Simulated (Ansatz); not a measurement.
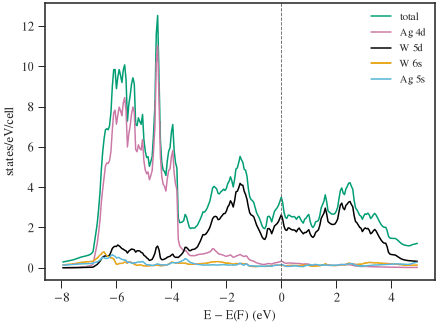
Total and projected density of states of AgW in space group Pmma (No. 51; W on 2e, Ag on 2f), PBE in the plane-wave PAW code Ansatz

### Question
Which orbitals carry the states next to the Fermi level?

### Answer
Within 0.5 eV of the Fermi level: W 5d 75 %, Ag 4d 9 %, outside the projected shells 8 %. Projections are on Löwdin-orthogonalised atomic valence shells; empty p or d shells of many metals are not among them.

### Question
Where is the tallest occupied peak in this window, and what makes it?

### Answer
Near -4.5 eV, about 13 states/eV per cell; the largest projected share is Ag 4d.

The start of the workflow was typed in or built on a structure type; neither database checked (COD, Materials Project) lists it. Whether it is the stable phase at ambient conditions was not checked. The cell was relaxed with PBE under the symmetry of its start; whether a distortion lowers the energy is not shown. The run is not spin-polarised. Its formation energy is positive at this level, so the cell may be metastable or incomplete. Spin–orbit coupling is left out wherever it is not named.

Potentials: the later of the program's two PAW sets.
